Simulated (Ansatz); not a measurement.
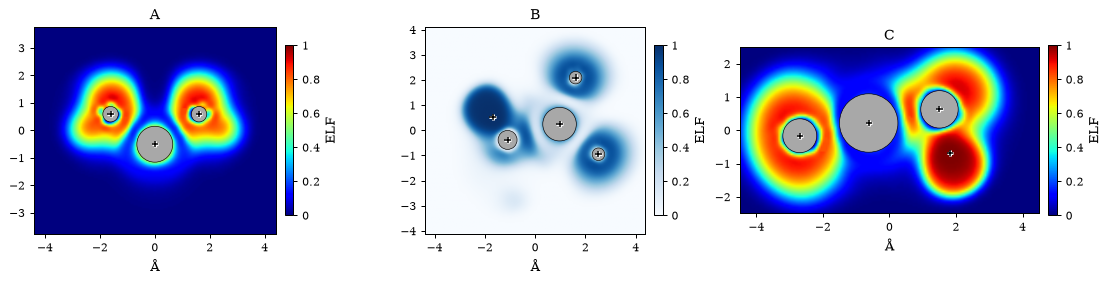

The electron localisation function of 3 systems, each on a plane through atoms (crosses mark nuclei in the plane; grey discs cover the cores).

All numbers below come from Ansatz, isolated molecule in a Gaussian basis; Kohn-Sham density functional theory, functional PBE0.

System 1: ClHSZn, the molecular plane. Geometry: PBE0-D4/def2-SVP.

```xyz
4

Cl    0.4361   -2.5481    0.8281
S    -0.5248    1.2446   -0.8883
Zn   -0.0332   -0.6752   -0.0120
H     0.1774    1.9183    0.0520
```

System 2: C3H5F2In (SMILES C=C[CH2][In]([F])[F]), the plane of atoms F4, In6 and F5. Geometry: PBE0-D4/def2-SVP; core potentials replace the inner electrons of In.

```yaml
atoms:
  - { symbol: C, position_ang: [-1.3002, 2.1861, 1.3289] }
  - { symbol: C, position_ang: [-0.9050, 0.9408, 1.0437] }
  - { symbol: C, position_ang: [-0.1885, 0.5303, -0.1921] }
  - { symbol: F, position_ang: [-2.6014, -2.0774, -1.0707] }
  - { symbol: F, position_ang: [-1.9795, 0.0455, -3.3564] }
  - { symbol: In, position_ang: [-1.5467, -0.4928, -1.5253] }
  - { symbol: H, position_ang: [-1.1079, 3.0212, 0.6473] }
  - { symbol: H, position_ang: [-1.8242, 2.4131, 2.2602] }
  - { symbol: H, position_ang: [-1.1257, 0.1410, 1.7618] }
  - { symbol: H, position_ang: [0.2145, 1.3802, -0.7609] }
  - { symbol: H, position_ang: [0.6182, -0.1914, 0.0050] }
```

System 3: F2H2O2Sn (SMILES [OH][Sn]([OH])([F])[F]), the plane of atoms O3, Sn5 and O4. Geometry: PBE0-D4/def2-SVP; core potentials replace the inner electrons of Sn.

```yaml
atoms:
  - { symbol: F, position_ang: [3.7330, 1.5727, -2.0930] }
  - { symbol: F, position_ang: [3.1480, 1.7439, 0.8905] }
  - { symbol: O, position_ang: [0.9146, 0.5443, -0.9304] }
  - { symbol: O, position_ang: [1.6180, 3.6775, -1.1768] }
  - { symbol: Sn, position_ang: [2.3157, 1.8925, -0.8353] }
  - { symbol: H, position_ang: [1.0629, -0.1582, -0.2832] }
  - { symbol: H, position_ang: [2.2602, 4.2162, -1.6581] }
```

Question: Match each panel to its system.

Answer: Panel A is system 3, F2H2O2Sn: the plane holds O and Sn. Sn–O (1.95 Å): the ELF peaks at about 0.80 in the valence shell of O, 0.6 Å from its nucleus, and drops to about 0.15 between the two atoms. Panel B is system 2, C3H5F2In: the plane holds C, F, In and H. In–F (1.96 Å): the ELF peaks at about 0.80 in the valence shell of F, 0.5 Å from its nucleus, and drops to about 0.10 between the two atoms. Panel C is system 1, ClHSZn: the plane holds Cl, S, Zn and H. Zn–Cl (2.11 Å): the ELF peaks at about 0.85 in the valence shell of Cl, 0.8 Å from its nucleus, and is about 0.50 at the midpoint.
